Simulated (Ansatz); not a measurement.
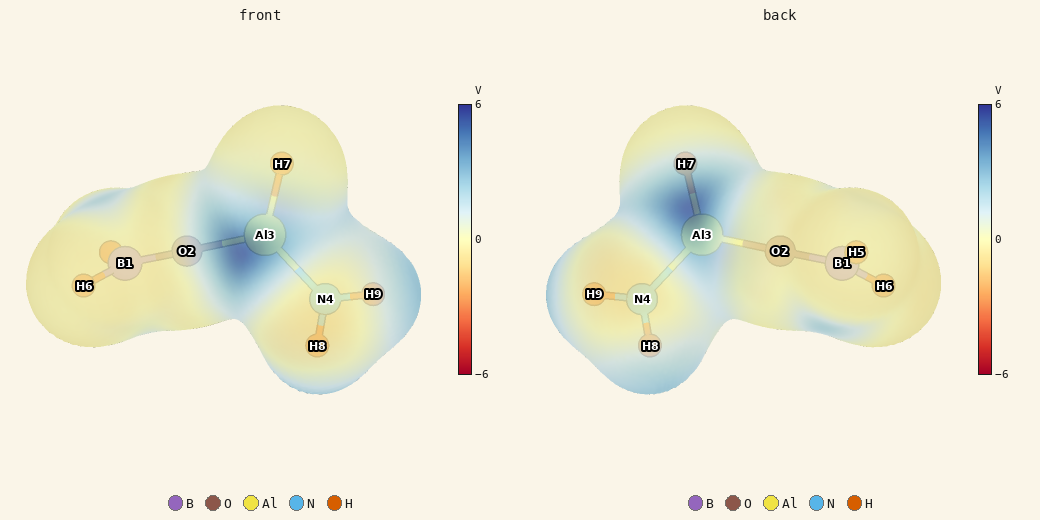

AlBH$_{5}$NO (SMILES B[O][AlH][NH2]). The molecular electrostatic potential painted on the density surface at 0.004 e/bohr³, seen from the front and from behind; the colour scale runs from red (negative) to blue (positive).

Geometry: PBE0-D4/def2-TZVP.

All numbers below come from RKS PBE0-D4/def2-TZVPP (Ansatz 0.2.0).

The calculation's input:

```
crystal:
  periodic: [false, false, false]
  atoms:
    - {symbol: B, position_ang: [-1.965254, 0.694372, 0.564683]}
    - {symbol: O, position_ang: [-0.698374, 0.292745, 0.495386]}
    - {symbol: Al, position_ang: [0.906805, -0.220068, 0.427122]}
    - {symbol: N, position_ang: [1.570040, -0.660516, -1.140749]}
    - {symbol: H, position_ang: [-2.227901, 1.865724, 0.451985]}
    - {symbol: H, position_ang: [-2.840762, -0.116433, 0.737597]}
    - {symbol: H, position_ang: [1.757401, -0.290211, 1.745436]}
    - {symbol: H, position_ang: [1.071665, -0.635209, -2.015170]}
    - {symbol: H, position_ang: [2.515081, -0.976803, -1.283490]}
basis:
  gaussian: {orbitals: def2-TZVPP}
hamiltonian: {xc: pbe0, dispersion: d4}
output: {orbitals: {seedname: orbitals}}
```

Run with:

```sh
ansatz run in.yaml --threads 2 --pin off --events-out ev --progress --plain --max-ram 4352MiB
```

> Which sites attract a positive test charge, and which a negative one?

A positive charge is drawn to the negative regions and a negative charge to the positive ones. The most negative region (about −0.8 V) lies over N4, the most positive (about +5.0 V) over Al3.
